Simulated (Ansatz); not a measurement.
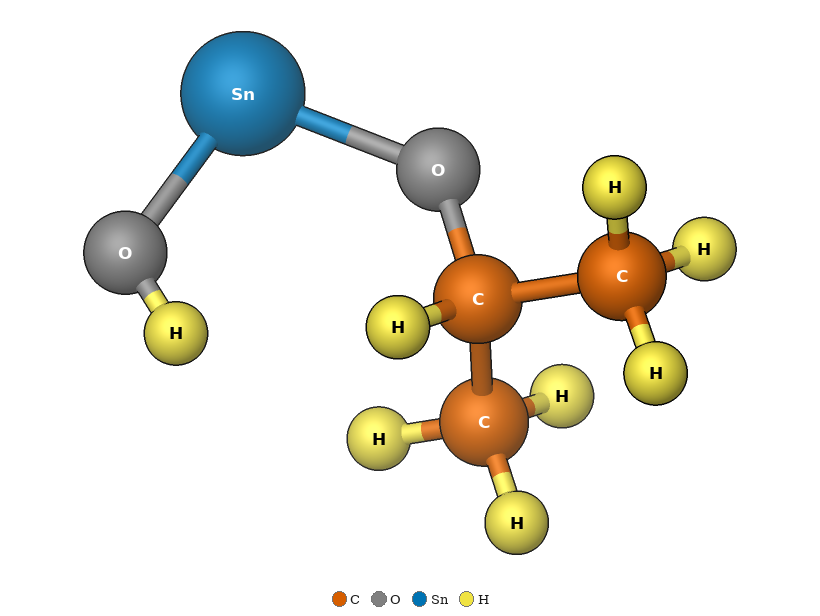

A ball-and-stick model of a molecule. Every bond is drawn as one stick, whatever its order.

> Count the atoms of each element.

C3H8O2Sn, 14 atoms: 3 carbon, 8 hydrogen, 2 oxygen and 1 tin.

> Give the symmetry (Schoenflies symbol).

C1.

> What is its SMILES?

CC(C)[O][Sn][OH]

> Count the bonded pairs by element.

7 C–H, 2 C–C, 2 O–Sn, 1 C–O, 1 O–H.

More results for the same structure follow; atom numbers are the same in all pictures, views and colours differ. Computed geometry: PBE0-D4/def2-TZVP optimisation.

## Shape

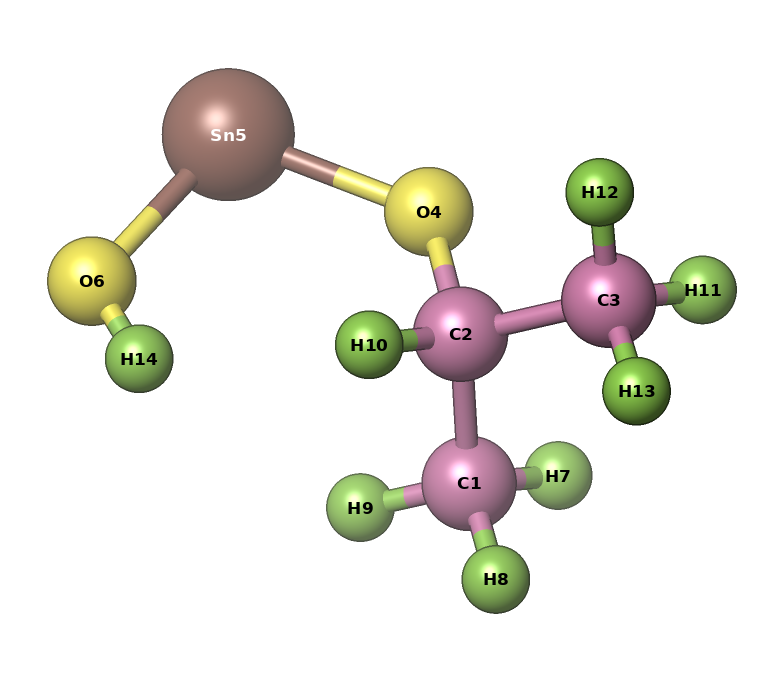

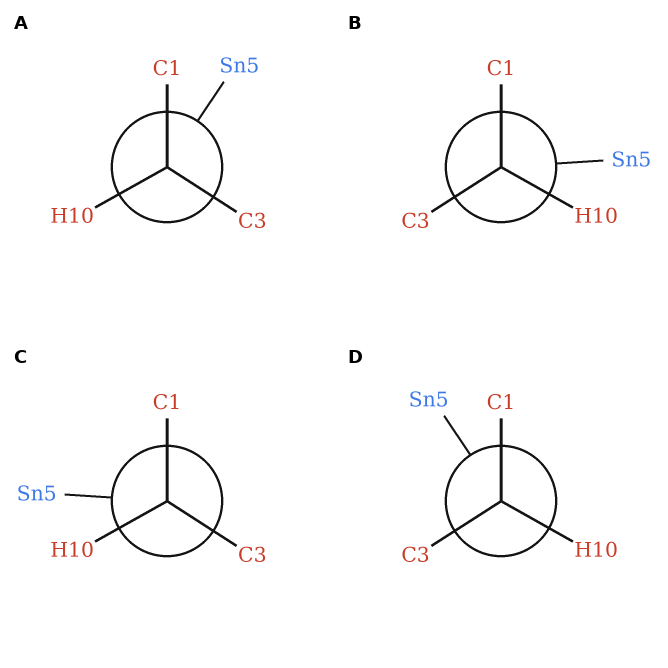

Atoms fade into the background with distance from the viewer. Bonds that would overlap in a projection are set slightly apart.

> Which Newman projection shows the view along C2–O4, with C2 in front?

B. The torsion angle C1–C2–O4–Sn5 is 86°, about perpendicular.

## Vibrations

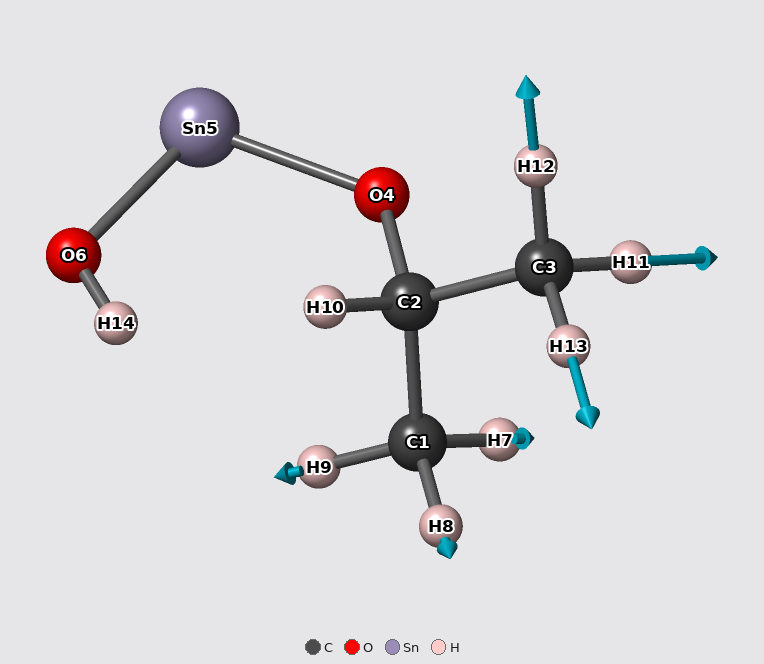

The arrows show one normal mode. Harmonic vibrations computed with RKS PBE0-D4/def2-TZVP, core potentials on Sn (Ansatz 0.2.0) at a stationary point of the same level.

> What kind of motion is it?

Mostly in-phase stretching of 3 C–H bonds.

> At what wavenumber does it lie?

3049 cm⁻¹; it is mode 31 of 36 counted from the lowest.

## Dipole moment

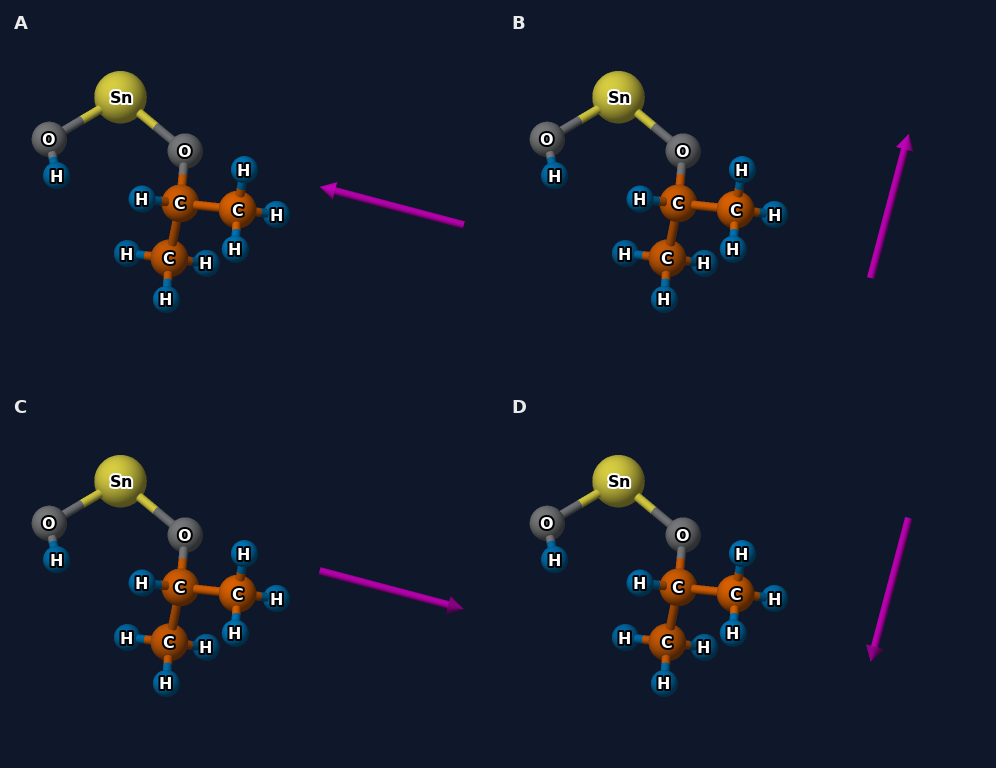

The same molecule four times, each with an arrow. Properties computed with RKS ωB97M-V/def2-TZVPP, core potentials on Sn (Ansatz 0.2.0).

> Which arrow points along the dipole moment, from the negative to the positive end?

C. The dipole moment is 0.53 D.

## Levels of theory compared

Program: Ansatz 0.2.0.

Tabulate HOMO–LUMO gap (eV), HOMO energy (eV) at these levels: B3LYP-D4/def2-TZVPP; B97M-V/def2-TZVPP; BLYP-D4/def2-TZVPP; PBE-D4/def2-TZVPP; PBE0-D4/def2-SVP; revPBE-D4/def2-TZVPP.

```tsv
level	HOMO–LUMO gap (eV)	HOMO energy (eV)
B3LYP-D4/def2-TZVPP	5.25	−7.40
B97M-V/def2-TZVPP	4.04	−6.59
BLYP-D4/def2-TZVPP	3.67	−6.18
PBE-D4/def2-TZVPP	3.73	−6.29
PBE0-D4/def2-SVP	5.70	−7.48
revPBE-D4/def2-TZVPP	3.74	−6.21
```
